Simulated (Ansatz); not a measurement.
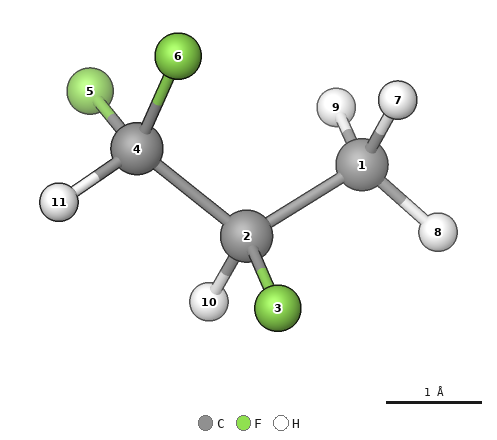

This is the input geometry for a relaxation of C3H5F3. A ball-and-stick model, seen from a free direction.

The start comes from PBE-D4/def2-SVP.

Level of theory: Ansatz, RKS PBE0-D4/def2-TZVP.

Input file:
```yaml
crystal:
  periodic: [false, false, false]
  atoms:
    - {symbol: C, position_ang: [-0.103909, 1.170391, -0.536697]}
    - {symbol: C, position_ang: [0.128692, -0.326940, -0.515569]}
    - {symbol: F, position_ang: [1.411771, -0.625469, -0.967601]}
    - {symbol: C, position_ang: [-0.011137, -0.938422, 0.880446]}
    - {symbol: F, position_ang: [-1.320802, -0.852880, 1.269562]}
    - {symbol: F, position_ang: [0.746686, -0.253966, 1.785552]}
    - {symbol: H, position_ang: [0.628376, 1.674700, 0.122120]}
    - {symbol: H, position_ang: [0.005052, 1.559501, -1.566582]}
    - {symbol: H, position_ang: [-1.124877, 1.398384, -0.173028]}
    - {symbol: H, position_ang: [-0.599795, -0.855186, -1.172946]}
    - {symbol: H, position_ang: [0.305345, -2.007113, 0.895243]}
basis:
  gaussian: {orbitals: def2-TZVP}
hamiltonian: {xc: pbe0, dispersion: d4}
relax: {f_tol: 0.005, max_steps: 150}
```

Run as
```bash
ansatz run in.yaml --threads 4 --pin off --events-out ev --progress --plain --max-ram 10444MiB
```

Predict the outcome.

Answer. H8 moves most after the best rigid fit: 0.028 Å. Largest moves by element: H 0.028 Å, F 0.019 Å, C 0.012 Å. Among the contacts that change: C2–H10 1.114 → 1.096 Å, C1–H7 1.107 → 1.090 Å, C2–C4 1.530 → 1.518 Å, C4–F6 1.365 → 1.352 Å. Over 4 geometry steps the energy falls by 0.98 kcal/mol. The largest force component goes from 0.63 to 0.0015 eV/Å. Cost: 23 s on 4 threads of Arm Neoverse V1, with other jobs on the host.

Final geometry:

```xyz
11

C    -0.1014    1.1657   -0.5320
C     0.1217   -0.3213   -0.5083
F     1.3964   -0.6192   -0.9578
C    -0.0108   -0.9366    0.8725
F    -1.3081   -0.8620    1.2638
F     0.7315   -0.2620    1.7791
H     0.6262    1.6707    0.1034
H    -0.0020    1.5363   -1.5525
H    -1.1053    1.3981   -0.1724
H    -0.5862   -0.8419   -1.1626
H     0.3033   -1.9849    0.8874
```
